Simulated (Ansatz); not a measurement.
A-type hexagonal La2O3 was calculated with r²SCAN-D4 (plane waves, PAW; Ansatz, a first-principles code).

Run with plane-wave cutoff 560 eV, 12×12×6 k mesh (along the axes of the cell as run), Fermi–Dirac smearing 0.01 eV, scalar-relativistic PAW data made under PBE.

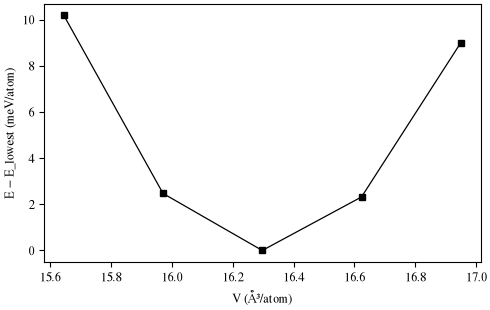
Fig. 1. Total energy against volume

Problem. From the curve, estimate the equilibrium volume and the bulk modulus.

Solution. V0 ≈ 16.3 Å³/atom and B0 ≈ 120 GPa; the fit gives V0 = 16.297 Å³/atom, B0 = 117 GPa, B′ = 3.6.

Shape and atoms are relaxed at each volume.

Measured, for comparison: bulk modulus 113 GPa (300 K, not corrected to a static lattice; as tabulated in Santana et al. (2016), arXiv:1608.06321); equilibrium volume per atom 16.44 Å³/atom (room temperature, not corrected to a static lattice, equation of state from high-pressure X-ray diffraction; as tabulated in Ibáñez et al. (2020), arXiv:2005.12956). Computed (rounded) less measured: bulk modulus +4 %, equilibrium volume per atom -0.9 %. A static lattice is as a rule a little smaller and stiffer than an uncorrected measurement, which narrows the difference in the bulk modulus, equilibrium volume per atom and would widen misses of the other sign.

Note: the bulk modulus comes from volumes at which shape and atoms were relaxed.

Spin–orbit coupling is not included.

Static lattice: no zero-point or thermal effects.
